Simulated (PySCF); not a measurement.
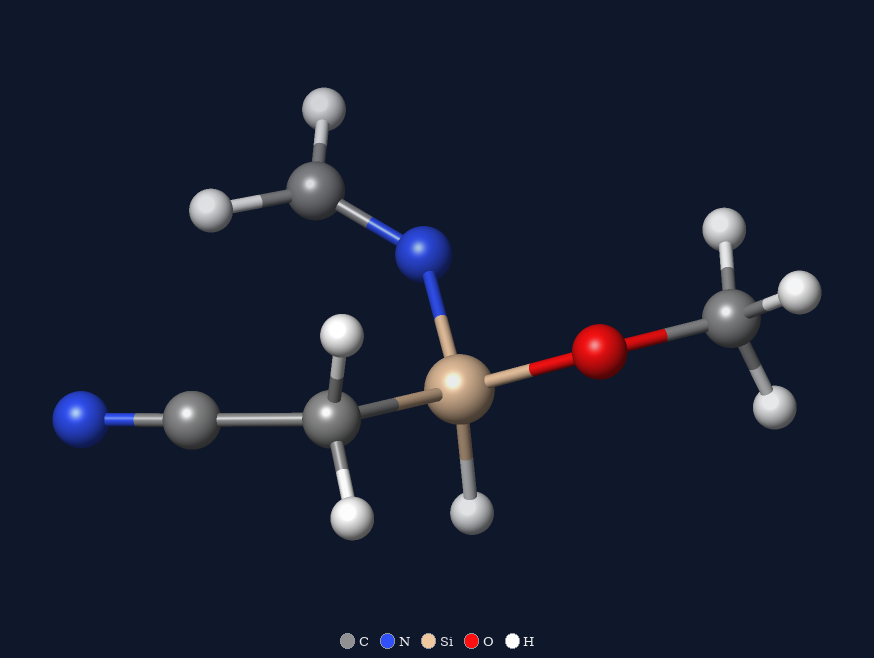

The geometry was computed by an optimisation with GFN2-xTB. No frequency run is at hand to confirm it as a minimum. Level of theory: ωB97X-D/def2-SVPD, gas phase (PySCF 2.14.0). Excitations: vertical, linear response.

### Give the mean static polarisability at this level.

84.9 bohr³.

### Give the LUMO energy (Kohn–Sham orbital) at this level.

0.66 eV.

### Estimate the lowest vertical singlet excitation.

4.05 eV.

### What is the dipole moment?

3.22 D.

The geometry is semi-empirical. Around Si such bond lengths and angles can be off by a tenth of an ångström or more and by several degrees, and values that hang on the shape move with them.
